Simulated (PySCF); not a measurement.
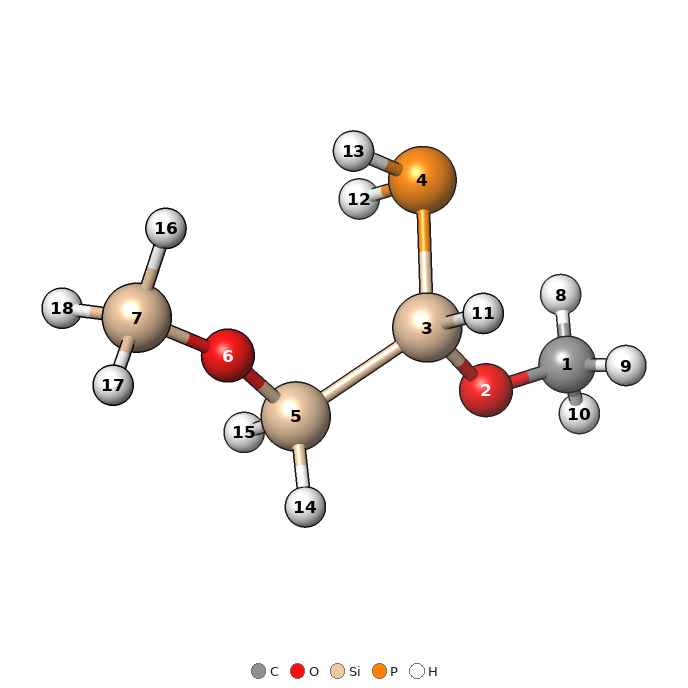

The atoms are numbered. The geometry was computed by an optimisation with GFN2-xTB. No frequency run is at hand to confirm it as a minimum.

Give the bond lengths. Leave out bonds to hydrogen.

```
   bond  length (Å)   order
  C1–O2       1.394  single
 O2–Si3       1.631  single
 Si3–P4       2.268  single
Si3–Si5       2.296  single
 Si5–O6       1.623  single
 O6–Si7       1.620  single
```
